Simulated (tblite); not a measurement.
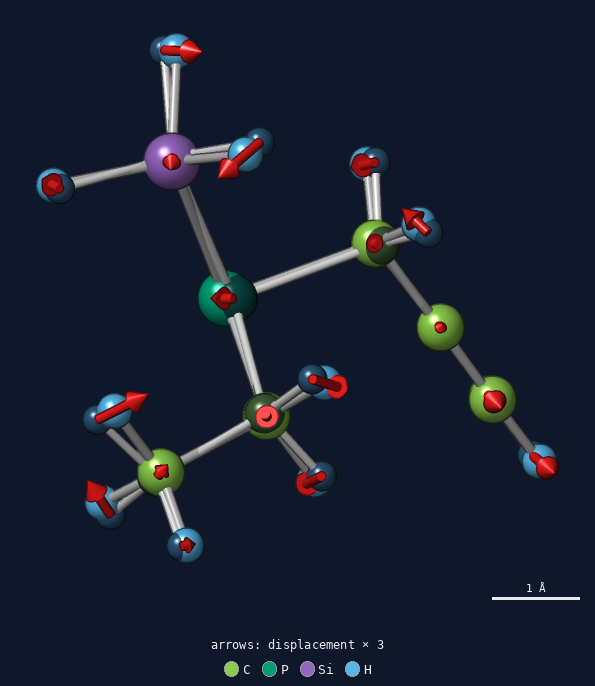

This is a relaxation of C5H11PSi. The starting structure is drawn faded, the final one solid; red arrows show the displacements, 3 times their true length. The two geometries are superimposed by the best rigid fit.

A ball-and-stick model, seen from a free direction.

These are results of GFN2-xTB geometry optimisation, gas phase in tblite, not measurements. 

Q: Atoms of which element are displaced furthest, and by how much?

A: Hydrogen: up to 0.28 Å, against 0.16 Å for carbon.

Q: What did the optimiser do to the structure, and how much energy did it gain?

A: Over 82 geometry steps the energy falls by 2.96 kcal/mol. An H atom moves most after the best rigid fit: 0.28 Å. Largest moves by element: H 0.28 Å, C 0.16 Å, P 0.12 Å, Si 0.08 Å. Among the contacts that change: C–P 1.834 → 1.879 Å, C–C 1.478 → 1.443 Å, P–Si 2.214 → 2.242 Å, H–Si 1.486 → 1.461 Å. Among the angles between lasting bonds that change: P–Si–H 107.2° → 113.7°, C–P–C 101.0° → 97.3°, P–C–H 110.7° → 107.5°.
